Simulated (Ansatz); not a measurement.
Input

```
crystal:
  periodic: [false, false, false]
  atoms:
    - { symbol: W, position_ang: [0.0, 0.0, 0.0] }
    - { symbol: Cl, position_ang: [0.0, 0.0, 2.74] }
    - { symbol: Cl, position_ang: [2.39, 0.0, 0.0] }
    - { symbol: Cl, position_ang: [0.0, 2.39, 0.0] }
    - { symbol: O, position_ang: [-1.94, 0.0, 0.0] }
    - { symbol: H, position_ang: [-2.2771, -0.1263, 0.9437] }
    - { symbol: Cl, position_ang: [0.0, -2.39, 0.0] }
    - { symbol: F, position_ang: [0.0, 0.0, -1.85] }
    - { symbol: H, position_ang: [1.3275, 1.3829, 0.637] }
    - { symbol: H, position_ang: [1.114, 1.1605, 1.6422] }
basis:
  gaussian: { orbitals: def2-SVP }
hamiltonian:
  xc: pbe
relax:
  f_tol: 0.15
  max_steps: 25
  restrain:
    - { distance: [0, 8], at: 1.72, k: 30.0 }
    - { distance: [9, 1], at: 1.37, k: 30.0 }
    - { distance: [0, 1], at: 3.59, k: 30.0 }
    - { distance: [9, 8], at: 1.86, k: 30.0 }
output:
  orbitals: {}
```

Run with:

```sh
ansatz run input.yaml --threads 4 --pin off --max-ram 5120MiB --backend cpu --events-out ev --progress --plain --runs-dir out
```

The fields are those of the run's last geometry, not of the input's.

Core potentials replace the inner electrons of W; not at a stationary point (largest force 0.9 eV/Å).

These are results of Ansatz, RKS PBE/def2-SVP, not measurements.

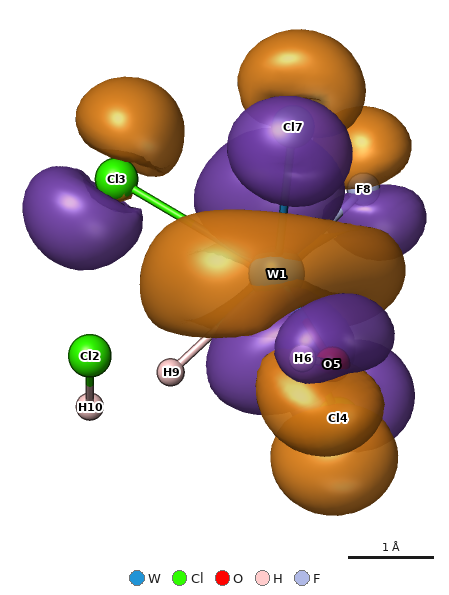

Cl₃FH₂OW···HCl. The LUMO at ±0.08 Å⁻³ᐟ² (orange and purple are the two phases), seen at an oblique angle.

Where does this orbital lie, and at what energy?

Answer. It lies mainly on W1 (about 60 %), O5 (about 10 %), Cl3 (about 5 %), F8 (about 5 %), Cl4 (about 5 %) and Cl7 (about 5 %). Its energy is −4.97 eV.
